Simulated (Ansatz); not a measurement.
**C2H5BClF (SMILES BC(F)CCl) at 5 levels**

We compute a comparison of 5 runs (HF/def2-SVP, revPBE/def2-SVP, wB97M-V/def2-SVP, RPA@PBE0/def2-SVP, CCSD/def2-SVP) of C2H5BClF. 

The results are computed with Ansatz 0.2.0.

123 further runs of the same task are left out: 123 set aside as unsound or not needed.

### Step 1. The structure to begin with

C2H5BClF: 10 atoms, total charge 0, spin state singlet. As SMILES, `BC(F)CCl`. One bond was lengthened or shortened from a relaxed shape.

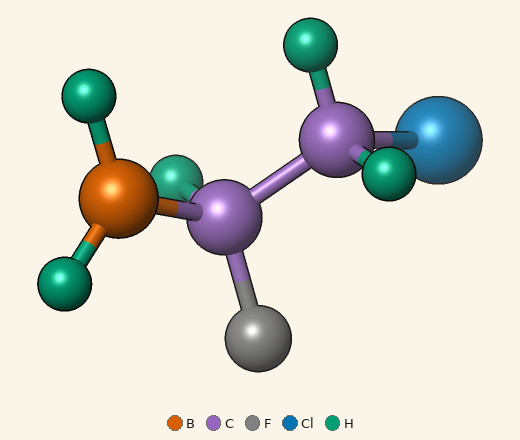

The structure, seen from a chosen angle (boron orange, carbon purple, fluorine grey, chlorine blue, hydrogen teal).

### Step 2. The energy at HF/def2-SVP (run 1)

File molecule.yaml:

```yaml
crystal:
  periodic: [false, false, false]
  atoms:
    - symbol: B
      position_ang: [-1.391646, -0.629284, -0.162451]
    - symbol: C
      position_ang: [0.096454, -0.414384, 0.245249]
    - symbol: F
      position_ang: [0.437854, -0.997884, 1.454749]
    - symbol: C
      position_ang: [0.572854, 1.017316, 0.218749]
    - symbol: Cl
      position_ang: [2.346254, 1.150216, 0.325049]
    - symbol: H
      position_ang: [-2.092746, -1.368384, 0.455649]
    - symbol: H
      position_ang: [-1.789846, -0.089884, -1.151851]
    - symbol: H
      position_ang: [0.728500, -1.046200, -0.665100]
    - symbol: H
      position_ang: [0.166054, 1.574216, 1.062449]
    - symbol: H
      position_ang: [0.267354, 1.495216, -0.710951]
basis:
  gaussian: {orbitals: def2-SVP}
magnetization: {spin_polarized: false}
hamiltonian: {xc: hf}
accuracy: high
output: {orbitals: {seedname: orbitals}}
```

Run with:

```bash
ansatz run molecule.yaml --threads 1 --pin off --max-ram 3480MiB --events-out events.jsonl --progress --plain --runs-dir runs
```

Standard output:

```text
Warning: RAYON_NUM_THREADS=1 ignored (pool sized by the plan → 1); use --threads N
Functional definition: HF
  name "HF"
  exchange = exact_x
  correlation = 0
2340 factors; integrals over basis functions are off by at most 3.5e-9 eV
mean field evaluation 1: about -18009.6121 eV, gradient 2.6e1 eV
mean field evaluation 2: about -18009.7214 eV, gradient 2.6e1 eV
mean field evaluation 4: about -18011.6971 eV, gradient 3.8e0 eV
mean field evaluation 8: about -18011.7397 eV, gradient 1.3e-1 eV
mean field evaluation 16: about -18011.7399 eV, gradient 1.4e-8 eV
mean field -18011.73986310 eV, -661.9192311733 hartree, gradient 1.4e-8 eV, S^2 0.000000; 0 other end points of the search recorded, 0 dependent functions left out
reference -18011.73986310 eV, -661.9192311733 hartree; 24, 24 occupied and 75, 75 virtual orbitals, 2340 factors
Total energy: -18011.73986310 eV, -661.9192311733 hartree
```

Wall time 3 s (1 thread of Arm Neoverse V2, shared host); peak memory 0.31 GiB.

### Step 3. The energy at revPBE/def2-SVP (run 2)

File run.yaml:

```yaml
crystal:
  periodic: [false, false, false]
  atoms:
    - {symbol: B, position_ang: [-1.391646, -0.629284, -0.162451]}
    - {symbol: C, position_ang: [0.096454, -0.414384, 0.245249]}
    - {symbol: F, position_ang: [0.437854, -0.997884, 1.454749]}
    - {symbol: C, position_ang: [0.572854, 1.017316, 0.218749]}
    - {symbol: Cl, position_ang: [2.346254, 1.150216, 0.325049]}
    - {symbol: H, position_ang: [-2.092746, -1.368384, 0.455649]}
    - {symbol: H, position_ang: [-1.789846, -0.089884, -1.151851]}
    - {symbol: H, position_ang: [0.728500, -1.046200, -0.665100]}
    - {symbol: H, position_ang: [0.166054, 1.574216, 1.062449]}
    - {symbol: H, position_ang: [0.267354, 1.495216, -0.710951]}
basis:
  gaussian: {orbitals: def2-SVP}
hamiltonian: {xc: {name: revPBE}}
accuracy: high
output: {orbitals: {seedname: orbitals}}
```

Run with:

```bash
ansatz run run.yaml --threads 1 --pin off --max-ram 3480MiB --events-out events.jsonl --progress --plain --runs-dir runs
```

Standard output:

```text
Warning: RAYON_NUM_THREADS=1 ignored (pool sized by the plan → 1); use --threads N
Functional definition: revPBE
  name "revPBE"
  parameter kappa = 1.245
  parameter beta = 0.06672455060314922
  exchange = pbe_x(kappa = kappa, mu = beta*pi^2/3)
  correlation = pbe_c(beta = beta)
2340 factors; integrals over basis functions are off by at most 3.5e-9 eV
mean field evaluation 1: about -18052.8694 eV, gradient 4.3e1 eV
mean field evaluation 2: about -18046.8305 eV, gradient 6.3e1 eV
mean field evaluation 4: about -18057.7688 eV, gradient 3.3e0 eV
mean field evaluation 8: about -18057.7866 eV, gradient 2.8e-1 eV
mean field evaluation 16: about -18057.7868 eV, gradient 1.4e-5 eV
mean field -18057.78678190 eV, -663.6114242272 hartree, gradient 5.7e-8 eV, S^2 0.000000; 0 other end points of the search recorded, 0 dependent functions left out
reference -18057.78678584 eV, -663.6114243721 hartree; 24, 24 occupied and 75, 75 virtual orbitals, 2340 factors
Total energy: -18057.78678584 eV, -663.6114243721 hartree
```

Run time: 7.5 s. Hardware: 1 thread of Arm Neoverse V2, shared host; peak memory 0.28 GiB.

Runs 3 to 4 aren't shown in full; the table further down has their settings and results.

### Step 4. A single-point energy at CCSD/def2-SVP (run 5)

File in.yaml:

```yaml
crystal:
  periodic: [false, false, false]
  atoms:
    - {symbol: B, position_ang: [-1.391646, -0.629284, -0.162451]}
    - {symbol: C, position_ang: [0.096454, -0.414384, 0.245249]}
    - {symbol: F, position_ang: [0.437854, -0.997884, 1.454749]}
    - {symbol: C, position_ang: [0.572854, 1.017316, 0.218749]}
    - {symbol: Cl, position_ang: [2.346254, 1.150216, 0.325049]}
    - {symbol: H, position_ang: [-2.092746, -1.368384, 0.455649]}
    - {symbol: H, position_ang: [-1.789846, -0.089884, -1.151851]}
    - {symbol: H, position_ang: [0.728500, -1.046200, -0.665100]}
    - {symbol: H, position_ang: [0.166054, 1.574216, 1.062449]}
    - {symbol: H, position_ang: [0.267354, 1.495216, -0.710951]}
basis:
  gaussian:
    orbitals: def2-SVP
correlation:
  method: ccsd
  frozen_orbitals: {B: 1, C: 1, Cl: 5, F: 1, H: 0}
accuracy: high
scf:
  omitted_lower_state_checks: [cluster_reference, increment]
```

Run with:

```bash
ansatz run in.yaml --threads 1 --pin off --max-ram 3480MiB --events-out events.jsonl --progress --plain --runs-dir runs
```

Standard output, cut to the lines that bear on the results:

```text
Warning: RAYON_NUM_THREADS=1 ignored (pool sized by the plan → 1); use --threads N
[... 2 set-up lines as earlier in the session ...]
[...]
2340 factors; integrals over basis functions are off by at most 3.5e-9 eV
[...]
mean field -18011.73986310 eV, -661.9192311733 hartree, gradient 1.4e-8 eV, S^2 0.000000; 0 other end points of the search recorded, 0 dependent functions left out
9 core orbitals not correlated: weight in the atoms' cores, before any rotation towards them, 1.000 or more for the frozen orbitals, at most 0.000 for the correlated occupied ones
reference -18011.73986310 eV, -661.9192311733 hartree; 15, 15 occupied and 75, 75 virtual orbitals, 2340 factors
second order -18.42349735 eV of doubles, -0.00000000 eV of singles
cycle   1  -19.30397979 eV  change   -8.8e-1 eV  update   9.2e-2
[...]
cycle  22  -19.87482180 eV  change    1.4e-9 eV  update   2.4e-9
Total energy: -18031.61468490 eV, -662.6496174028 hartree
Checks for a lower state left out: cluster_reference, increment
```

Wall time 23 s (1 thread of Arm Neoverse V2, shared host); peak memory 0.72 GiB.

### Step 5. All runs side by side

```
run              level  frozen core orbitals  energy (Eh)  HOMO energy (eV)  LUMO energy (eV)  HOMO–LUMO gap (eV)  wall time
  1        HF/def2-SVP                     –  -661.919231            -11.81              1.59               13.41        3 s
  2    revPBE/def2-SVP                     –  -663.611424             -6.81             -2.92                3.89      7.5 s
  3   wB97M-V/def2-SVP                     –  -663.654030            -10.63              0.02               10.65       80 s
  4  RPA@PBE0/def2-SVP                     9  -662.901124                 –                 –                   –       14 s
  5      CCSD/def2-SVP                     9  -662.649617                 –                 –                   –       23 s
```

### Step 6. What came out

```
                                          quantity          value
                               run 5: total energy  -662.64962 Eh
run 5: correlation energy (9 core orbitals frozen)     -730.4 mEh
                              run 5: T1 diagnostic          0.010
```

What this shows: Over runs 1, 2, 3 the HOMO–LUMO gap runs from 3.89 eV (revPBE/def2-SVP) to 13.41 eV (HF/def2-SVP). Exact exchange widens orbital gaps. Totals of different functionals can't be ranked against each other. All runs together took 2.1 min, the longest 80 s.
